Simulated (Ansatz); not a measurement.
# FH$_{5}$MoO$_{5}$ (SMILES [OH][Mo]([OH])([OH])([OH])([OH])[F]): what the fields show

Input file:

```
crystal:
  periodic: [false, false, false]
  atoms:
    - {symbol: O, position_ang: [-0.493116, -1.838718, 0.431184]}
    - {symbol: Mo, position_ang: [0.114344, -0.131968, 0.069562]}
    - {symbol: O, position_ang: [0.888942, 0.247104, 1.710989]}
    - {symbol: O, position_ang: [1.089866, 1.147171, -0.887087]}
    - {symbol: O, position_ang: [-1.141791, -0.065648, -1.353454]}
    - {symbol: O, position_ang: [-1.228425, 0.931798, 0.948153]}
    - {symbol: F, position_ang: [1.629171, -1.181567, -0.517317]}
    - {symbol: H, position_ang: [-0.011332, -2.596706, 0.083056]}
    - {symbol: H, position_ang: [0.458577, 0.844871, 2.331401]}
    - {symbol: H, position_ang: [1.897838, 0.846384, -1.315762]}
    - {symbol: H, position_ang: [-1.094732, 0.731009, -1.892368]}
    - {symbol: H, position_ang: [-2.032441, 1.011071, 0.425644]}
basis:
  gaussian: {orbitals: def2-TZVPP}
hamiltonian: {xc: pbe0, dispersion: d4}
output: {orbitals: {seedname: orbitals}}
```

Launched as:

```sh
ansatz run in.yaml --threads 2 --pin off --events-out ev --progress --plain --max-ram 32768MiB --backend cuda --devices 0, --max-vram 18GiB
```

Geometry: PBE0-D4/def2-TZVP; core potentials replace the inner electrons of Mo.

Method: RKS PBE0-D4/def2-TZVPP (Ansatz 0.2.0).

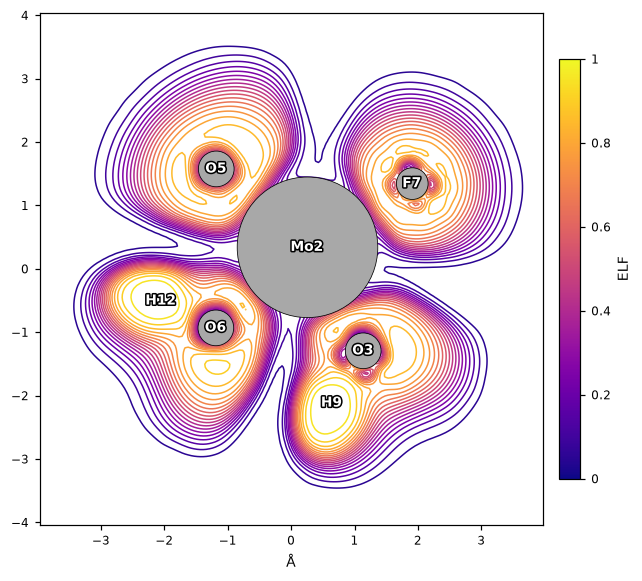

Figure 1. Electron localisation function on the plane of atoms O3, Mo2 and F7. Grey discs cover the atomic cores.

Describe what can be read from this map.

Answer. The plane passes through Mo, O, F and H nuclei.
Mo–O (1.85 Å): the ELF peaks at about 0.85 in the valence shell of O, 0.5 Å from its nucleus, and drops to about 0.35 between the two atoms.
Mo–F (1.93 Å): the ELF peaks at about 0.85 in the valence shell of F, 0.5 Å from its nucleus, and drops to about 0.20 between the two atoms.
O–H (0.96 Å): the ELF climbs to about 1 towards the hydrogen, as it does in any bond to H (an ordinary covalent bond to hydrogen).
Mo–O (1.90 Å): the ELF peaks at about 0.85 in the valence shell of O, 0.6 Å from its nucleus, and drops to about 0.30 between the two atoms.

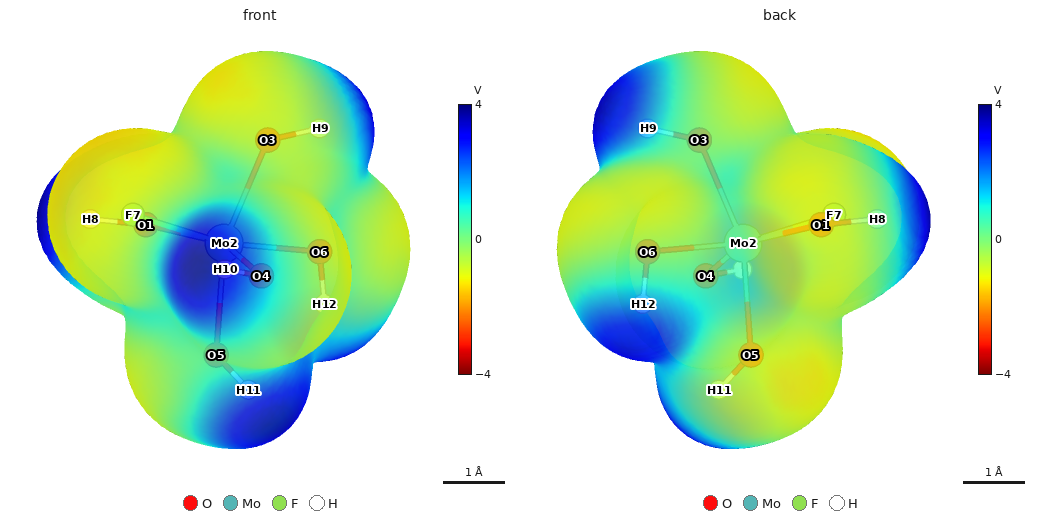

Figure 2. The electrostatic potential painted on the density surface at 0.004 e/bohr³, seen from the front and from behind; red is negative and blue positive.

Which sites attract a positive test charge, and which a negative one?

Answer. A positive charge is drawn to the negative regions and a negative charge to the positive ones. The most negative region (about −1.4 V) lies over F7, the most positive (about +3.7 V) over H8, H10 and H11.

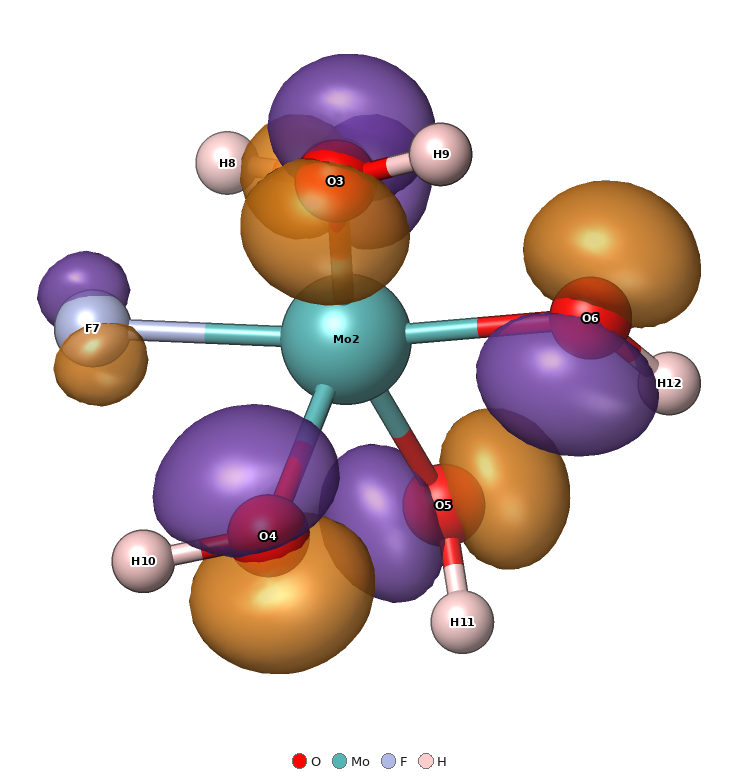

Figure 3. The HOMO at ±0.15 Å⁻³ᐟ² (orange and purple are the two phases), seen at a tilt.

What is the character of this orbital?

Answer. Its weight (Hirshfeld) is mainly on O4 (about 25 %), O6 (about 20 %), O3 (about 20 %), O5 (about 15 %) and O1 (about 10 %); largely a combination of lone pairs on O4, O6, O3, O5 and O1. Its energy is −9.09 eV.
